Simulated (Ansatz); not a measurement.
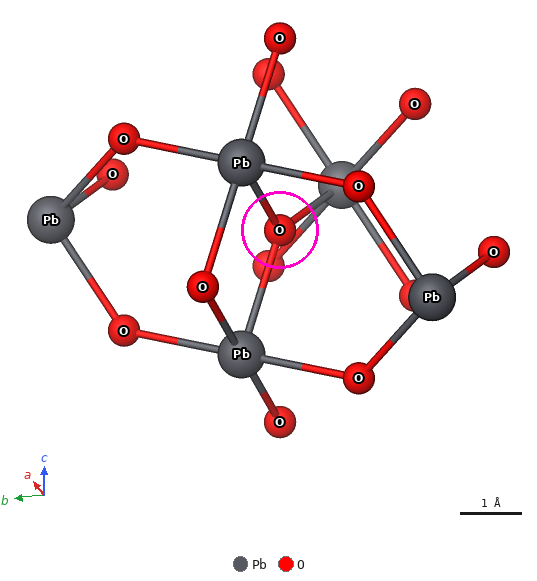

Perfect PbO₂. A ball-and-stick model of the atoms within 3.8 Å of one point, seen from a free direction.

These are results of Ansatz 0.2.0, DFT, PBEsol, PAW, plane waves, not measurements. (plane-wave cutoff 420 eV; k-point mesh 1 × 1 × 1; mesh shifted by (0.25, 0.25, 0.25); no spin polarisation) Fermi-Dirac smearing of 0.01 eV. The axes drawn are those of the host's conventional cell.

An oxygen atom is taken out (a vacancy) at the ringed place, in charge state 0. The supercell has 72 sites, and the atoms are relaxed at the host's cell.

Q: How do the neighbours respond?

A: Around the empty O site the host had 3 Pb at 2.18 Å; after relaxation the nearest atoms are 3 Pb at 2.38 Å, 1 O at 2.60 Å. Of the host's atoms, a lead atom moves furthest from its site, by 0.21 Å.

The relaxed defect, seen from the same direction:

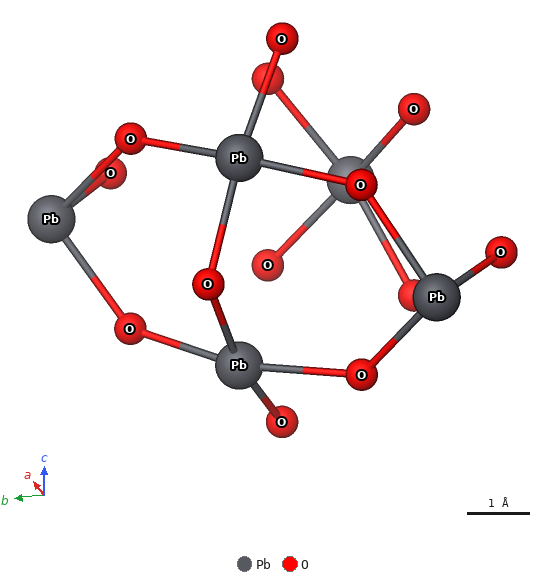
